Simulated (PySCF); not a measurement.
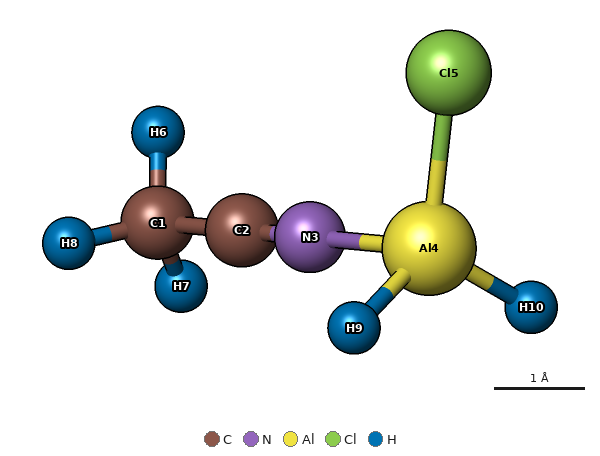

*The input geometry (ball-and-stick view, seen at a tilt; atoms are numbered from 1 in the order of the input). Sticks mark near contacts.*

# Excited-state calculation, with input and output: C$_{2}$H$_{5}$AlClN

C$_{2}$H$_{5}$AlClN, computed with TDA PBE/IGLO-III, vertical, gas phase, core orbitals frozen in the response (PySCF 2.14.0).

The geometry comes from this level: GFN2-xTB. It belongs to a series of runs on one base structure; here: PBE/IGLO-III; 6 states, TDA; guess vsap.

Log:
```
final grid: 83904 points
cycle   1  E = -834.2450365364  dE =  1.229e+00  |g| = 2.566e+00  |ddm| = 4.970e+00
cycle   2  E = -830.0114640063  dE =  4.234e+00  |g| = 5.325e+00  |ddm| = 5.952e+00
cycle   3  E = -835.8377995781  dE = -5.826e+00  |g| = 1.300e+00  |ddm| = 3.650e+00
cycle   4  E = -836.1341803788  dE = -2.964e-01  |g| = 6.023e-01  |ddm| = 1.386e+00
cycle   5  E = -836.2205724462  dE = -8.639e-02  |g| = 2.283e-01  |ddm| = 8.368e-01
cycle   6  E = -836.2293042840  dE = -8.732e-03  |g| = 9.825e-02  |ddm| = 1.232e-01
cycle   7  E = -836.2311986774  dE = -1.894e-03  |g| = 4.014e-02  |ddm| = 7.693e-02
cycle   8  E = -836.2315365086  dE = -3.378e-04  |g| = 9.242e-03  |ddm| = 1.796e-02
cycle   9  E = -836.2315533669  dE = -1.686e-05  |g| = 2.836e-03  |ddm| = 4.958e-03
cycle  10  E = -836.2315552227  dE = -1.856e-06  |g| = 2.718e-04  |ddm| = 1.962e-03
cycle  11  E = -836.2315552351  dE = -1.239e-08  |g| = 9.532e-05  |ddm| = 3.387e-04
cycle  12  E = -836.2315552370  dE = -1.894e-09  |g| = 3.598e-05  |ddm| = 9.378e-05
cycle  13  E = -836.2315552373  dE = -3.106e-10  |g| = 3.852e-06  |ddm| = 3.221e-05
converged SCF energy = -836.2315552373

Static polarisability (au): isotropic 72.708, principal 58.481 63.342 96.301

Singlet excitations
state   eV       nm        f      main configurations
  1   3.8437    322.6   0.00087   H->L 1.00
  2   4.1021    302.2   0.05734   H->L+1 0.97
  3   4.8132    257.6   0.00307   H-1->L 0.99
  4   4.8656    254.8   0.00099   H->L+2 0.84, H-1->L+1 0.16
  5   4.8728    254.4   0.00035   H-1->L+1 0.83, H->L+2 0.16
  6   5.1642    240.1   0.00139   H-2->L 0.99

Triplet excitations (Tamm-Dancoff, eV): 3.7851 3.8022 4.7191 4.7950 4.8544
```

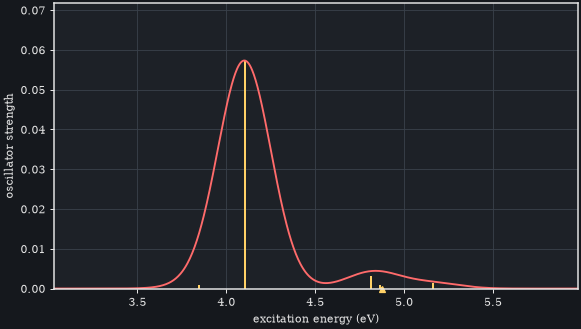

*Computed excitations as sticks (degenerate states added up, dark ones marked on the axis), with a Gaussian envelope of 0.35 eV full width at half maximum, scaled to the tallest.*

Of the 6 states the lowest lies at 3.84 eV (f = 0.001); the strongest line is at 4.10 eV, or 302 nm (f = 0.057).

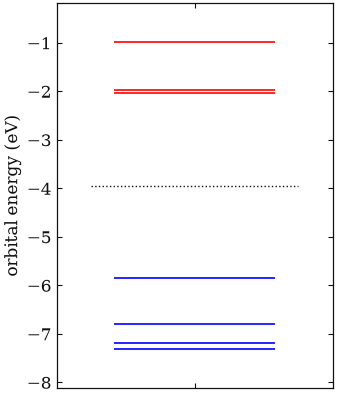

*Orbital energies near the frontier; the dotted line parts filled from empty levels, and levels within 0.02 eV of each other stand side by side.*

Highest filled −5.85 eV, lowest empty −2.03 eV, 3.82 eV apart.

This output came from the following input.

Input:
```
{"job": {"kind": "uv", "xc": "PBE", "basis": "IGLO-III", "nstates": 6, "ntriplets": 5, "tda": true, "scf": {"guess": "vsap"}}, "charge": 0, "multiplicity": 1}
C     -2.185179     0.181237     0.158223
C     -0.774311     0.060953     0.027429
N      0.361567    -0.036341    -0.083775
Al     2.350945    -0.202992    -0.271433
Cl     2.947862    -0.053581     1.675969
H     -2.422732     0.658889     1.108986
H     -2.575183     0.785729    -0.660929
H     -2.638046    -0.809913     0.125502
H      2.375042    -1.612383    -0.919571
H      2.568918     1.033056    -1.182929
```

The first line tells a small driver script what to run in PySCF; the rest is the geometry in Å.

Launched with:
```bash
OMP_NUM_THREADS=1 python <driver script> task.json out
```

Summary:

```tsv
quantity	value
outcome	converged
total energy	−836.231555 hartree
HOMO	−5.85 eV
LUMO	−2.03 eV
dipole moment	8.40 D
mean polarisability	72.71 a.u.
lowest singlet excitation	3.84 eV
hardware	1 CPU thread, shared host
wall time	24 s
peak memory	0.67 GiB
```

Remarks:

Settings chosen away from the usual ones: PBE/IGLO-III; 6 states, TDA; guess vsap.
